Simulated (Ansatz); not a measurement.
# Run report: SiNH5O, molecular dynamics (part 5 of 5)

The same run, continued: SiNH5O; RKS PBE-D4/def2-SVP (Ansatz 0.2.0). It belongs to a series of runs on one base structure; here: dynamics from the last frame of an earlier run.

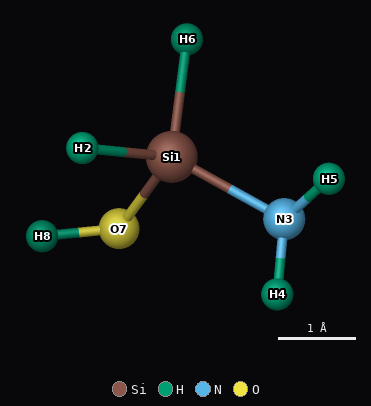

**Figure 1.** The geometry at step 153 of the log (ball-and-stick view, seen at a tilt; atoms are numbered from 1 in the order of the input).

Trajectory as extended XYZ, continued
```
8
Properties=species:S:1:pos:R:3:forces:R:3 step=138 time_fs=69.0 energy=-11483.95073 temperature=796.3
Si    0.1509   -0.0683   -0.0156   -1.2540  -1.0892  -2.2349
H     0.0771   -0.0336    1.3964   -0.2325  -0.0472   2.0254
N     1.6397    0.3083   -0.7187    0.6709  -0.3454  -0.2257
H     2.2901   -0.4404   -0.4321    0.3805   0.6079  -0.2719
H     1.9778    1.2574   -0.6415    0.6129   0.3466   0.0081
H    -0.9149    0.8037   -0.6153   -0.0278   0.2230   0.1355
O    -0.0314   -1.6762   -0.5763   -0.0461   0.4687   0.5300
H    -0.4127   -2.2549    0.1031   -0.1038  -0.1644   0.0334
8
Properties=species:S:1:pos:R:3:forces:R:3 step=140 time_fs=70.0 energy=-11483.92239 temperature=765.5
Si    0.1600   -0.0713   -0.0196   -1.7286  -0.9109  -2.3723
H     0.0609   -0.0574    1.3884   -0.2092   0.0002   2.0925
N     1.6440    0.3132   -0.7210    1.1279  -0.2705  -0.1064
H     2.3178   -0.4334   -0.4361    0.0106   0.9772  -0.3777
H     1.9612    1.2779   -0.6391    0.5457   0.0069  -0.0267
H    -0.9487    0.7992   -0.6248    0.3851  -0.0159   0.2992
O    -0.0221   -1.6791   -0.5676    0.4401   1.1091  -0.3775
H    -0.3927   -2.2395    0.1014   -0.5717  -0.8960   0.8689
8
Properties=species:S:1:pos:R:3:forces:R:3 step=142 time_fs=71.0 energy=-11483.89316 temperature=741.0
Si    0.1684   -0.0745   -0.0241   -2.1163  -0.7858  -2.0850
H     0.0441   -0.0807    1.3954   -0.1559   0.0423   1.7797
N     1.6494    0.3175   -0.7221    1.5027  -0.0397  -0.0166
H     2.3491   -0.4203   -0.4409   -0.3036   1.2104  -0.4355
H     1.9464    1.2979   -0.6347    0.4682  -0.3499  -0.0713
H    -0.9814    0.7931   -0.6300    0.7274  -0.1839   0.4099
O    -0.0118   -1.6815   -0.5604    0.8245   1.5873  -1.1426
H    -0.3736   -2.2261    0.1041   -0.9469  -1.4807   1.5614
8
Properties=species:S:1:pos:R:3:forces:R:3 step=144 time_fs=72.0 energy=-11483.87789 temperature=677.8
Si    0.1756   -0.0789   -0.0293   -2.3945  -0.6077  -1.6203
H     0.0256   -0.1015    1.4089   -0.0787   0.0887   1.3186
N     1.6566    0.3205   -0.7237    1.6539   0.3874   0.0532
H     2.3778   -0.4018   -0.4451   -0.4560   1.2543  -0.4291
H     1.9330    1.3175   -0.6264    0.3859  -0.7440  -0.1264
H    -1.0104    0.7899   -0.6333    1.0143  -0.3211   0.4838
O    -0.0016   -1.6827   -0.5529    0.9810   1.6630  -1.5447
H    -0.3599   -2.2183    0.1119   -1.1059  -1.7205   1.8649
8
Properties=species:S:1:pos:R:3:forces:R:3 step=145 time_fs=72.5 energy=-11483.88546 temperature=737.8
Si    0.1788   -0.0815   -0.0323   -2.5033  -0.5071  -1.3396
H     0.0169   -0.1109    1.4173   -0.0336   0.1132   1.0638
N     1.6605    0.3216   -0.7244    1.6138   0.6670   0.0562
H     2.3903   -0.3886   -0.4480   -0.4324   1.1647  -0.3896
H     1.9271    1.3257   -0.6226    0.3502  -0.9027  -0.1556
H    -1.0233    0.7890   -0.6336    1.1344  -0.3771   0.5052
O     0.0037   -1.6829   -0.5491    0.9281   1.4842  -1.5208
H    -0.3548   -2.2179    0.1185   -1.0572  -1.6421   1.7805
8
Properties=species:S:1:pos:R:3:forces:R:3 step=147 time_fs=73.5 energy=-11483.91687 temperature=736.0
Si    0.1850   -0.0867   -0.0388   -2.6858  -0.3331  -0.7409
H    -0.0012   -0.1272    1.4380    0.0671   0.1637   0.5189
N     1.6681    0.3239   -0.7261    1.3621   1.1874   0.0184
H     2.4127   -0.3574   -0.4565   -0.2548   0.8589  -0.2663
H     1.9148    1.3376   -0.6147    0.3212  -1.0553  -0.2097
H    -1.0457    0.7840   -0.6366    1.3277  -0.4542   0.5348
O     0.0153   -1.6835   -0.5434    0.5701   0.7375  -0.9993
H    -0.3470   -2.2222    0.1384   -0.7077  -1.1048   1.1439
8
Properties=species:S:1:pos:R:3:forces:R:3 step=149 time_fs=74.5 energy=-11483.94132 temperature=837.3
Si    0.1906   -0.0918   -0.0466   -2.7635  -0.1429  -0.1330
H    -0.0186   -0.1400    1.4617    0.1727   0.2117  -0.0151
N     1.6764    0.3287   -0.7289    0.9434   1.4563  -0.0358
H     2.4332   -0.3211   -0.4629    0.0079   0.4879  -0.1277
H     1.9037    1.3429   -0.6060    0.3428  -0.9195  -0.2433
H    -1.0586    0.7773   -0.6409    1.4405  -0.4900   0.5389
O     0.0280   -1.6832   -0.5387    0.0345  -0.3131  -0.1421
H    -0.3461   -2.2323    0.1623   -0.1784  -0.2904   0.1583
8
Properties=species:S:1:pos:R:3:forces:R:3 step=151 time_fs=75.5 energy=-11483.92214 temperature=845.2
Si    0.1950   -0.0968   -0.0552   -2.7187   0.0603   0.4357
H    -0.0366   -0.1507    1.4874    0.2757   0.2520  -0.4985
N     1.6855    0.3361   -0.7310    0.3715   1.6231  -0.1071
H     2.4528   -0.2811   -0.4688    0.3549   0.0784   0.0312
H     1.8932    1.3476   -0.5981    0.3738  -0.6758  -0.2597
H    -1.0640    0.7703   -0.6427    1.4916  -0.4994   0.5133
O     0.0410   -1.6835   -0.5334   -0.4599  -1.2861   0.6307
H    -0.3449   -2.2433    0.1895    0.3112   0.4476  -0.7456
8
Properties=species:S:1:pos:R:3:forces:R:3 step=153 time_fs=76.5 energy=-11483.87599 temperature=722.6
Si    0.1984   -0.1010   -0.0632   -2.5914   0.1726   0.8777
H    -0.0547   -0.1613    1.5093    0.3661   0.2897  -0.8500
N     1.6941    0.3438   -0.7338   -0.1419   1.4299  -0.1624
H     2.4743   -0.2431   -0.4732    0.5850  -0.2076   0.1452
H     1.8802    1.3472   -0.5939    0.4460  -0.2017  -0.2427
H    -1.0617    0.7611   -0.6415    1.4820  -0.4730   0.4608
O     0.0528   -1.6855   -0.5275   -0.7972  -1.9740   1.1362
H    -0.3425   -2.2555    0.2121    0.6513   0.9642  -1.3648
8
Properties=species:S:1:pos:R:3:forces:R:3 step=155 time_fs=77.5 energy=-11483.83851 temperature=676.4
Si    0.2012   -0.1055   -0.0709   -2.3600   0.2409   1.2052
H    -0.0722   -0.1715    1.5246    0.4418   0.3239  -1.0819
N     1.7030    0.3518   -0.7375   -0.5890   0.9216  -0.2027
H     2.4988   -0.2056   -0.4776    0.7024  -0.3928   0.2197
H     1.8672    1.3434   -0.5933    0.5317   0.4690  -0.1919
H    -1.0519    0.7481   -0.6388    1.4111  -0.4063   0.3823
O     0.0629   -1.6885   -0.5203   -0.9446  -2.3632   1.2999
H    -0.3379   -2.2648    0.2259    0.8067   1.2069  -1.6306
8
Properties=species:S:1:pos:R:3:forces:R:3 step=157 time_fs=78.5 energy=-11483.83807 temperature=675.4
Si    0.2039   -0.1103   -0.0778   -2.0398   0.2847   1.4373
H    -0.0835   -0.1810    1.5337    0.4900   0.3528  -1.2194
N     1.7109    0.3617   -0.7423   -0.7020   0.2989  -0.1565
H     2.5269   -0.1708   -0.4820    0.5417  -0.3816   0.2028
H     1.8596    1.3442   -0.5964    0.5537   1.0202  -0.1416
H    -1.0357    0.7334   -0.6363    1.2808  -0.3130   0.2910
O     0.0723   -1.6933   -0.5116   -0.9292  -2.4624   1.1779
H    -0.3311   -2.2686    0.2319    0.8047   1.2005  -1.5914
8
Properties=species:S:1:pos:R:3:forces:R:3 step=159 time_fs=79.5 energy=-11483.87169 temperature=697.2
Si    0.2054   -0.1148   -0.0839   -1.6190   0.2386   1.5891
H    -0.0898   -0.1906    1.5370    0.5133   0.3758  -1.2919
N     1.7177    0.3714   -0.7480   -0.6299  -0.1588  -0.0508
H     2.5562   -0.1360   -0.4845    0.2554  -0.3083   0.1491
H     1.8547    1.3497   -0.5995    0.5136   1.3300  -0.1173
H    -1.0142    0.7180   -0.6333    1.0832  -0.1851   0.1796
O     0.0808   -1.7000   -0.5042   -0.7625  -2.2491   0.8284
H    -0.3184   -2.2663    0.2320    0.6460   0.9569  -1.2861
8
Properties=species:S:1:pos:R:3:forces:R:3 step=160 time_fs=80.0 energy=-11483.89363 temperature=682.6
Si    0.2063   -0.1172   -0.0870   -1.3910   0.1782   1.6657
H    -0.0914   -0.1950    1.5375    0.5197   0.3842  -1.3164
N     1.7208    0.3757   -0.7508   -0.4882  -0.2963   0.0240
H     2.5722   -0.1185   -0.4851    0.0526  -0.2543   0.1047
H     1.8548    1.3539   -0.6011    0.4637   1.3743  -0.1199
H    -1.0016    0.7094   -0.6315    0.9554  -0.1023   0.1116
O     0.0847   -1.7040   -0.5009   -0.6309  -2.0476   0.5767
H    -0.3110   -2.2639    0.2303    0.5188   0.7638  -1.0464
8
Properties=species:S:1:pos:R:3:forces:R:3 step=162 time_fs=81.0 energy=-11483.93337 temperature=713.6
Si    0.2081   -0.1215   -0.0925   -0.9001  -0.0170   1.7896
H    -0.0908   -0.2032    1.5333    0.5177   0.3998  -1.3210
N     1.7264    0.3845   -0.7564    0.0353  -0.4333   0.2441
H     2.6074   -0.0862   -0.4843   -0.5403  -0.0656  -0.0396
H     1.8590    1.3665   -0.6046    0.3250   1.2314  -0.1520
H    -0.9750    0.6928   -0.6277    0.6606   0.0838  -0.0399
O     0.0924   -1.7136   -0.4943   -0.2849  -1.4705  -0.0652
H    -0.2947   -2.2597    0.2242    0.1867   0.2715  -0.4160
8
Properties=species:S:1:pos:R:3:forces:R:3 step=164 time_fs=82.0 energy=-11483.94717 temperature=719.5
Si    0.2090   -0.1262   -0.0974   -0.3663  -0.2055   1.8464
H    -0.0859   -0.2104    1.5212    0.4903   0.4122  -1.2610
N     1.7316    0.3917   -0.7618    0.6163  -0.2139   0.4998
H     2.6419   -0.0556   -0.4818   -1.1308   0.0868  -0.1834
H     1.8660    1.3843   -0.6065    0.1402   0.7588  -0.2270
H    -0.9470    0.6812   -0.6280    0.3466   0.2647  -0.1883
O     0.1007   -1.7238   -0.4876    0.1515  -0.7337  -0.8930
H    -0.2789   -2.2531    0.2170   -0.2477  -0.3693   0.4065
8
Properties=species:S:1:pos:R:3:forces:R:3 step=166 time_fs=83.0 energy=-11483.93068 temperature=715.3
Si    0.2103   -0.1313   -0.1016    0.2234  -0.3727   1.8623
H    -0.0773   -0.2118    1.5024    0.4480   0.4049  -1.1363
N     1.7382    0.3981   -0.7658    0.8885   0.3558   0.6856
H     2.6679   -0.0219   -0.4796   -1.3832   0.0549  -0.2320
H     1.8733    1.4064   -0.6058   -0.0636   0.1088  -0.3285
H    -0.9162    0.6717   -0.6278   -0.0124   0.4726  -0.3613
O     0.1089   -1.7336   -0.4819    0.6397   0.0529  -1.8205
H    -0.2645   -2.2471    0.2084   -0.7404  -1.0771   1.3309
```

This output came from the following input.

The input
```yaml
crystal:
  periodic: [false, false, false]
  atoms:
    - { symbol: Si, position_ang: [0.082662, -0.011162, 0.060515] }
    - { symbol: H, position_ang: [-0.039073, -0.233713, 1.490381] }
    - { symbol: "N", position_ang: [1.721631, 0.076261, -0.488915] }
    - { symbol: H, position_ang: [2.476051, -0.585358, -0.440313] }
    - { symbol: H, position_ang: [1.921146, 0.851686, -1.080649] }
    - { symbol: H, position_ang: [-0.612467, 1.285377, -0.265518] }
    - { symbol: O, position_ang: [-0.714247, -1.371049, -0.593617] }
    - { symbol: H, position_ang: [-1.114654, -1.842195, 0.157515] }
basis:
  gaussian: { orbitals: def2-SVP }
hamiltonian:
  xc: pbe
  dispersion: d4
md:
  timestep: 0.5
  n_steps: 166
  ensemble: nvt_langevin
  temperature: 700.0
  initial_velocities: maxwell_boltzmann
  seed: 65411
  friction: 0.01
  masses: [{ species: H, mass: 2.014 }]
```

Run as:
```bash
ansatz run input.yaml --threads 1 --pin off --max-ram 2048MiB --backend cpu --events-out ev --progress --plain --runs-dir out
```

Key numbers

| quantity | value |
| --- | --- |
| outcome | finished |
| mean temperature over the second half | 595 K |
| trajectory | 166 steps, 83 fs |
| ensemble | nvt_langevin |
| temperature in the input | 700.0 K |
| time step | 0.5 fs |
| potential energy (last step) | −11483.9307 eV |
| mean-field energy (last step) | −11483.8147 eV |
| largest force (length of the vector) (last step) | 1.930 eV/Å |
| hardware | 1 thread of AMD EPYC (Zen 5), 32 GiB of memory available, shared host |
| wall time | 1.9 min |
| peak memory | 0.14 GiB |

Remarks

So short a trajectory is not equilibrated. The logged temperature at the start can lie below the typed one, since it is counted over all degrees of freedom.
